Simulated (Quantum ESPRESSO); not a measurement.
# Dipole at the next field: honeycomb SnTe, 1 layer

**Set-up.** Quantum ESPRESSO 7.5, PBE, PseudoDojo norm-conserving; sawtooth field along the normal with dipole correction, ions clamped, threshold 1e-9 Ry; cell area 15.162 Å².

| field (V/Å) | dipole (e Å a cell) |
| --- | --- |
| 0 | 0.04743 |
| 0.1 | 0.08509 |
| 0.2 | 0.12277 |

**Question.** What is the dipole at −0.2 V/Å, and what electrostatic thickness 4πα/A follows from the rows?

By hand: The slope is (0.12277 − (0.04743))/0.2 = 0.3767 e Å²/V, so 4πα/A = 180.95 × 0.3767/15.162 = 4.50 Å. Linear response gives p = 0.04743 + 0.3767 × (−0.2) = −0.02791 e Å; a parabola through the three rows gives −0.02783.

**Check.** p = −0.02825 e Å. The line misses by 0.4 % of the induced dipole and the parabola by 0.6 %. The response is linear over this range.

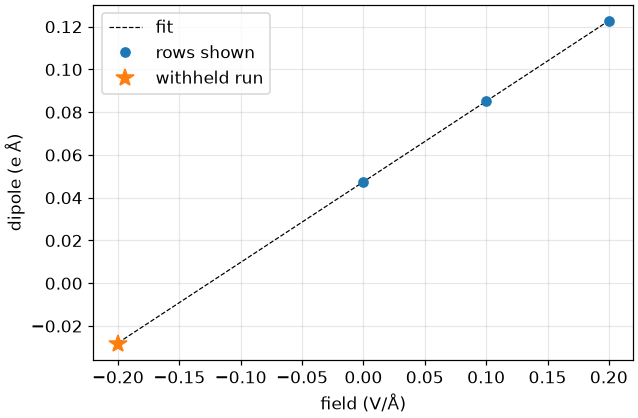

The rows shown, the fit and the withheld run.

Caveats: Electrons alone respond; local and semilocal functionals tend to overscreen.
